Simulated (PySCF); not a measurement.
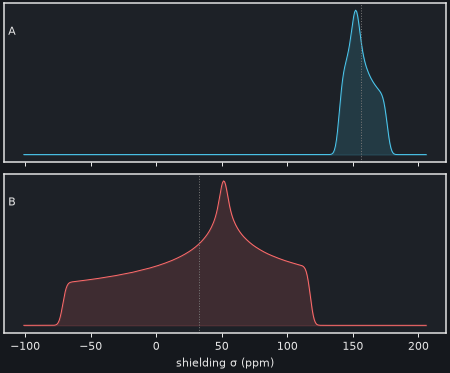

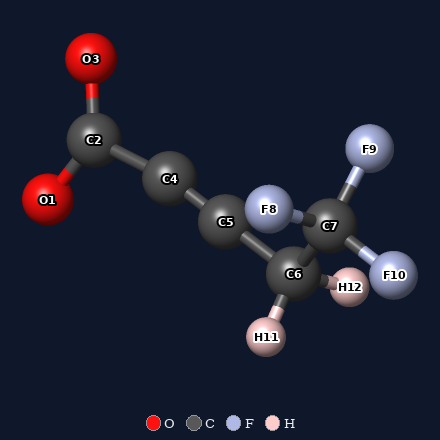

Static powder patterns (¹³C) from GIAO shielding tensors of C₅H₂F₃O₂⁻, SMILES O=C([O-])C#CCC(F)(F)F, PBE0/pcSseg-1 with PySCF, at a GFN2-xTB geometry (no frequency check); absolute shielding, one fixed geometry of the isolated molecule without any motion, no dipolar terms. The dotted line is the isotropic value; skew is 3(σiso − σ22)/span.

**The panels belong to C2 and C6. Which is which?**

panel A: C6, σ11, σ22, σ33 = 140, 152, 176 ppm, isotropic 156, span 37 ppm, skew 0.31; panel B: C2, σ11, σ22, σ33 = −71, 51, 118 ppm, isotropic 33, span 189 ppm, skew −0.30.

Note: the tight-binding geometry is rougher than a DFT one and adds to the error; an anion in a basis that has no diffuse functions.
